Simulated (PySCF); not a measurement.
# B2H4F2 (SMILES [BH2-]1[F+][BH2-][F+]1): levels of theory compared

Wanted: a comparison of 5 runs (HF/STO-3G, B3LYP/6-31G*, PBE/6-31G*, PBE0/def2-SVP) of B2H4F2. The job is set up through a Python script.

The calculation is run with PySCF 2.14.0.

### Step 1. The molecule

B2H4F2: 8 atoms, total charge 0, spin state singlet. As SMILES, `[BH2-]1[F+][BH2-][F+]1`. Geometry: relaxed at PBE0-D4/def2-TZVP.

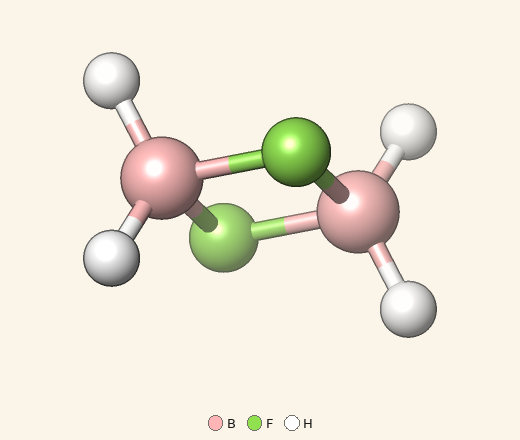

The structure, seen from a chosen angle (boron pink, fluorine green, hydrogen white).

### Step 2. Energy and gradient at HF/STO-3G (run 1)

File calc.py:

```python
import pyscf.grad
from pyscf import gto

mol = gto.M(
    atom='''
B       -0.488000       0.947300      -0.293800
F        0.637300       0.536000       0.670600
B        0.488000      -0.947200       0.293900
F       -0.636800      -0.535900      -0.671100
H       -0.036000       1.557300      -1.210300
H       -1.440200       1.308400       0.322000
H        1.440200      -1.309100      -0.321600
H        0.035400      -1.556800       1.210300
''',
    max_memory=1860,
    basis='sto-3g',
    spin=0,
    verbose=4,
)

mf = mol.RHF()
mf.conv_tol = 1e-10
mf.kernel()
if not mf.converged:
    mf = mf.newton().run(mf.mo_coeff, mf.mo_occ)

etot = mf.e_tot
print('E = %.10f Eh' % etot)
grad = mf.Gradients().kernel()
mf.analyze()
```

On the command line:

```
$ OMP_NUM_THREADS=1 python calc.py
```

Output:

```text
PySCF version 2.14.0

[... 73 lines left out ...]
Nuclear Repulsion Energy =             118.500676046812160
[... 2 lines left out ...]
Two-electron Coulomb Energy =          243.203106432689481
[... 4 lines left out ...]
MO #2   energy= -26.0679178735809  occ= 2
[... 2 lines left out ...]
MO #5   energy= -1.61331469391328  occ= 2
[... 2 lines left out ...]
MO #8   energy= -0.737662059991105 occ= 2
[... 2 lines left out ...]
MO #11  energy= -0.57957252273775  occ= 2
[... 2 lines left out ...]
MO #14  energy= -0.488907439130191 occ= 2
[... 2 lines left out ...]
MO #17  energy= 0.363426115068475  occ= 0
[... 2 lines left out ...]
MO #20  energy= 0.574005673106805  occ= 0
MO #21  energy= 0.692753786624509  occ= 0
MO #22  energy= 0.720211660761423  occ= 0
MO #23  energy= 0.749443577480471  occ= 0
MO #24  energy= 0.786053522790639  occ= 0
 ** Mulliken pop on meta-lowdin orthogonal AOs  **
 ** Mulliken pop  **
pop of  0 B 1s            1.99947
pop of  0 B 2s            0.89886
pop of  0 B 2px           0.68594
pop of  0 B 2py           0.55723
pop of  0 B 2pz           0.70710
pop of  1 F 1s            1.99995
pop of  1 F 2s            1.82282
pop of  1 F 2px           1.78963
pop of  1 F 2py           1.57701
pop of  1 F 2pz           1.83473
pop of  2 B 1s            1.99947
pop of  2 B 2s            0.89885
pop of  2 B 2px           0.68606
pop of  2 B 2py           0.55723
pop of  2 B 2pz           0.70701
pop of  3 F 1s            1.99995
pop of  3 F 2s            1.82285
pop of  3 F 2px           1.78979
pop of  3 F 2py           1.57706
pop of  3 F 2pz           1.83454
pop of  4 H 1s            1.06361
pop of  5 H 1s            1.06360
pop of  6 H 1s            1.06362
pop of  7 H 1s            1.06361
 ** Mulliken atomic charges  **
charge of    0B =      0.15140
charge of    1F =     -0.02414
charge of    2B =      0.15137
charge of    3F =     -0.02419
charge of    4H =     -0.06361
charge of    5H =     -0.06360
charge of    6H =     -0.06362
charge of    7H =     -0.06361
Dipole moment(X, Y, Z, Debye):  0.00020,  0.00062,  0.00024
```

It took 2.8 s on 1 thread of Intel Xeon Platinum 8259CL at 2.50GHz (Skylake/Cascade Lake), shared host; peak memory 0.12 GiB.

### Step 3. Energy and forces at B3LYP/6-31G(d) (spherical functions) (run 2)

File input.xyz:

```xyz
8

B     -0.488000     0.947300    -0.293800
F      0.637300     0.536000     0.670600
B      0.488000    -0.947200     0.293900
F     -0.636800    -0.535900    -0.671100
H     -0.036000     1.557300    -1.210300
H     -1.440200     1.308400     0.322000
H      1.440200    -1.309100    -0.321600
H      0.035400    -1.556800     1.210300
```

File job.py:

```python
from pyscf import gto, dft

system = gto.M(
    atom='input.xyz',
    verbose=4,
    basis='6-31g*',
    charge=0,
    max_memory=1860,
)

ks = dft.RKS(system)
ks.xc = 'b3lyp'
ks.grids.level = 5
ks.conv_tol = 1e-10
ks.kernel()
if not ks.converged:
    ks = ks.newton().run(ks.mo_coeff, ks.mo_occ)

e_tot = ks.e_tot
print('Final energy', e_tot)
grad = ks.nuc_grad_method().kernel()
ks.analyze()
```

On the command line:

```
$ OMP_NUM_THREADS=1 python job.py
```

Output:

```text
PySCF version 2.14.0

[... 75 lines left out ...]
Final energy -251.85232550763072
[... 21 lines left out ...]
MO #1   energy= -24.7539657642536  occ= 2
[... 6 lines left out ...]
MO #8   energy= -0.613191415980705 occ= 2
[... 6 lines left out ...]
MO #15  energy= -0.362282034418943 occ= 2
[... 6 lines left out ...]
MO #22  energy= 0.210857693990384  occ= 0
[... 6 lines left out ...]
MO #29  energy= 0.430115558238667  occ= 0
[... 6 lines left out ...]
MO #36  energy= 0.902839878085935  occ= 0
[... 6 lines left out ...]
MO #43  energy= 1.42643651392142   occ= 0
[... 6 lines left out ...]
MO #50  energy= 1.74321945907739   occ= 0
[... 6 lines left out ...]
MO #57  energy= 2.0620982655406    occ= 0
[... 6 lines left out ...]
MO #64  energy= 2.85436312170992   occ= 0
[... 36 lines left out ...]
pop of  2 B 3px           0.01350
pop of  2 B 3py           0.01037
pop of  2 B 3pz           0.01409
pop of  2 B 3dxy          0.00173
pop of  2 B 3dyz          0.00224
pop of  2 B 3dz^2         0.00144
pop of  2 B 3dxz          0.00338
pop of  2 B 3dx2-y2       0.00224
pop of  3 F 1s            1.99997
pop of  3 F 2s            1.76169
pop of  3 F 3s            0.00093
pop of  3 F 2px           1.84407
pop of  3 F 2py           1.69899
pop of  3 F 2pz           1.87510
pop of  3 F 3px           0.00099
pop of  3 F 3py           0.00107
pop of  3 F 3pz           0.00095
pop of  3 F 3dxy          0.00082
pop of  3 F 3dyz          0.00117
pop of  3 F 3dz^2         0.00106
pop of  3 F 3dxz          0.00241
pop of  3 F 3dx2-y2       0.00143
pop of  4 H 1s            0.99004
pop of  4 H 2s            0.00519
pop of  5 H 1s            0.99004
pop of  5 H 2s            0.00519
pop of  6 H 1s            0.99006
pop of  6 H 2s            0.00519
pop of  7 H 1s            0.99005
pop of  7 H 2s            0.00519
 ** Mulliken atomic charges  **
charge of    0B =      0.18111
charge of    1F =     -0.19059
charge of    2B =      0.18109
charge of    3F =     -0.19064
charge of    4H =      0.00476
charge of    5H =      0.00476
charge of    6H =      0.00475
charge of    7H =      0.00475
Dipole moment(X, Y, Z, Debye):  0.00006,  0.00063,  0.00034
```

Run time: 33 s. Hardware: 1 thread of Intel Xeon Platinum 8259CL at 2.50GHz (Skylake/Cascade Lake), shared host; peak memory 0.66 GiB.

Runs 3 to 4 aren't shown in full; the table further down has their settings and results.

### Step 4. Energy and gradient at PBE0/def2-SVP (run 5)

File calc.py:

```python
import pyscf.grad
from pyscf import gto, dft

molecule = gto.M(
    atom=[
    ('B', (-0.488000, 0.947300, -0.293800)),
    ('F', (0.637300, 0.536000, 0.670600)),
    ('B', (0.488000, -0.947200, 0.293900)),
    ('F', (-0.636800, -0.535900, -0.671100)),
    ('H', (-0.036000, 1.557300, -1.210300)),
    ('H', (-1.440200, 1.308400, 0.322000)),
    ('H', (1.440200, -1.309100, -0.321600)),
    ('H', (0.035400, -1.556800, 1.210300)),
],
    spin=0,
    basis='def2-svp',
    max_memory=1860,
    verbose=3,
)

calc0 = dft.RKS(molecule)
calc0.xc = 'pbe0'
calc0.grids.level = 5
calc0.conv_tol = 1e-10
calc0.kernel()
if not calc0.converged:
    calc0 = calc0.newton().run(calc0.mo_coeff, calc0.mo_occ)

e_final = calc0.e_tot
print('E = %.10f Eh' % e_final)
grad = calc0.Gradients().kernel()
calc0.analyze()
```

On the command line:

```
$ OMP_NUM_THREADS=1 python calc.py
```

Output:

```text
converged SCF energy = -251.381368017835
E = -251.3813680178 Eh
--------------- RKS gradients ---------------
         x                y                z
0 B    -0.0003143160     0.0005749228    -0.0001554893
1 F    -0.0013295332    -0.0011641935    -0.0014176681
2 B     0.0002745023    -0.0005338526     0.0002491548
3 F     0.0013350958     0.0011425541     0.0013949196
4 H    -0.0022906124    -0.0032096016     0.0047270886
5 H     0.0049408594    -0.0019329582    -0.0031599485
6 H    -0.0049169185     0.0019160322     0.0031239934
7 H     0.0023009755     0.0032069637    -0.0047620450
----------------------------------------------
**** MO energy ****
MO #1   energy= -24.8397545845159  occ= 2
MO #2   energy= -24.8396765880114  occ= 2
MO #3   energy= -6.87346545861516  occ= 2
MO #4   energy= -6.87344234868771  occ= 2
MO #5   energy= -1.30789084611961  occ= 2
MO #6   energy= -1.24808391461465  occ= 2
MO #7   energy= -0.65389134955326  occ= 2
MO #8   energy= -0.640007806662561 occ= 2
MO #9   energy= -0.588735399124118 occ= 2
MO #10  energy= -0.563964031138582 occ= 2
MO #11  energy= -0.494824707075095 occ= 2
MO #12  energy= -0.493549575798904 occ= 2
MO #13  energy= -0.469974451281138 occ= 2
MO #14  energy= -0.417533714374705 occ= 2
MO #15  energy= -0.374722319320686 occ= 2
MO #16  energy= -0.335694274575735 occ= 2
MO #17  energy= 0.0119780160154499 occ= 0
MO #18  energy= 0.0854686211576592 occ= 0
MO #19  energy= 0.0905718658317682 occ= 0
MO #20  energy= 0.132585860378836  occ= 0
MO #21  energy= 0.180877610824101  occ= 0
MO #22  energy= 0.200521321163715  occ= 0
MO #23  energy= 0.202007448957049  occ= 0
MO #24  energy= 0.20956411294888   occ= 0
MO #25  energy= 0.218193104035851  occ= 0
MO #26  energy= 0.247875702880286  occ= 0
MO #27  energy= 0.303590218235112  occ= 0
MO #28  energy= 0.331268559491855  occ= 0
MO #29  energy= 0.338178544728041  occ= 0
MO #30  energy= 0.348782942243977  occ= 0
MO #31  energy= 0.395658542932809  occ= 0
MO #32  energy= 0.430622564692861  occ= 0
MO #33  energy= 0.660183271844673  occ= 0
MO #34  energy= 0.66039692804465   occ= 0
MO #35  energy= 0.683434804487989  occ= 0
MO #36  energy= 0.694081041988066  occ= 0
MO #37  energy= 0.885436725401561  occ= 0
MO #38  energy= 0.889114006569946  occ= 0
MO #39  energy= 0.892562832627693  occ= 0
MO #40  energy= 1.16043900878274   occ= 0
MO #41  energy= 1.19172797477216   occ= 0
MO #42  energy= 1.27166456713771   occ= 0
MO #43  energy= 1.28130648399125   occ= 0
MO #44  energy= 1.2933809580206    occ= 0
MO #45  energy= 1.31886531114805   occ= 0
MO #46  energy= 1.33990599387695   occ= 0
MO #47  energy= 1.38275050268192   occ= 0
MO #48  energy= 1.39780047198475   occ= 0
MO #49  energy= 1.4043439904382    occ= 0
MO #50  energy= 1.4990012722531    occ= 0
MO #51  energy= 1.55515566570597   occ= 0
MO #52  energy= 1.66021405774076   occ= 0
MO #53  energy= 1.72370088819741   occ= 0
MO #54  energy= 1.76406684270662   occ= 0
MO #55  energy= 1.77005932748716   occ= 0
MO #56  energy= 1.78558446713565   occ= 0
MO #57  energy= 1.78641153212233   occ= 0
MO #58  energy= 1.81117694420608   occ= 0
MO #59  energy= 1.81649514662809   occ= 0
MO #60  energy= 1.9362073642284    occ= 0
MO #61  energy= 2.05474875755799   occ= 0
MO #62  energy= 2.14716935701392   occ= 0
MO #63  energy= 2.51117350005341   occ= 0
MO #64  energy= 2.59632160638139   occ= 0
MO #65  energy= 2.60617685249902   occ= 0
MO #66  energy= 2.62857209077104   occ= 0
MO #67  energy= 3.01917810460601   occ= 0
MO #68  energy= 3.12182139356419   occ= 0
MO #69  energy= 3.18002356762426   occ= 0
MO #70  energy= 3.23280360047486   occ= 0
MO #71  energy= 3.30362172958904   occ= 0
MO #72  energy= 3.31538398229271   occ= 0
MO #73  energy= 3.39497601993754   occ= 0
MO #74  energy= 3.45903607380441   occ= 0
MO #75  energy= 3.47315455701715   occ= 0
MO #76  energy= 3.61950971494193   occ= 0
 ** Mulliken atomic charges  **
charge of    0B =      0.19542
charge of    1F =     -0.19616
charge of    2B =      0.19540
charge of    3F =     -0.19621
charge of    4H =      0.00039
charge of    5H =      0.00039
charge of    6H =      0.00038
charge of    7H =      0.00038
Dipole moment(X, Y, Z, Debye):  0.00001,  0.00061,  0.00037
```

It took 41 s on 1 thread of Intel Xeon Platinum 8259CL at 2.50GHz (Skylake/Cascade Lake), shared host; peak memory 0.76 GiB.

### Step 5. The series

| run | level | integration grid | Cartesian functions | energy (Eh) | dipole moment (D) | HOMO energy (eV) | LUMO energy (eV) | wall time |
| --- | --- | --- | --- | --- | --- | --- | --- | --- |
| 1 | HF/STO-3G | – | no | -247.285852 | 0.00 | -11.25 | 9.89 | 2.8 s |
| 2 | B3LYP/6-31G* (spherical functions) | 5 | no | -251.852326 | 0.00 | -8.76 | 0.49 | 33 s |
| 3 | PBE/6-31G* (spherical functions) | 5 | no | -251.547928 | 0.00 | -7.34 | -0.42 | 39 s |
| 4 | B3LYP/6-31G* (Cartesian functions) | 5 | yes | -251.854953 | 0.00 | -8.76 | 0.44 | 32 s |
| 5 | PBE0/def2-SVP | 5 | no | -251.381368 | 0.00 | -9.13 | 0.33 | 41 s |

### Step 6. Outcome

| quantity | value |
| --- | --- |
| run 5: total energy | -251.38137 Eh |
| run 5: dipole moment | 0.00 D |
| run 5: HOMO energy | -9.13 eV |
| run 5: LUMO energy | 0.33 eV |
| run 5: HOMO–LUMO gap | 9.46 eV |
| run 5: largest force on an atom | 0.318 eV/Å |

What this shows: The HOMO–LUMO gap runs from 6.93 eV (PBE/6-31G*) to 21.14 eV (HF/STO-3G). The two ends differ in method and basis. Totals of different functionals can't be ranked against each other. In run 1 the basis is minimal, so the values are rough. All runs together took 2.5 min, the longest 41 s.
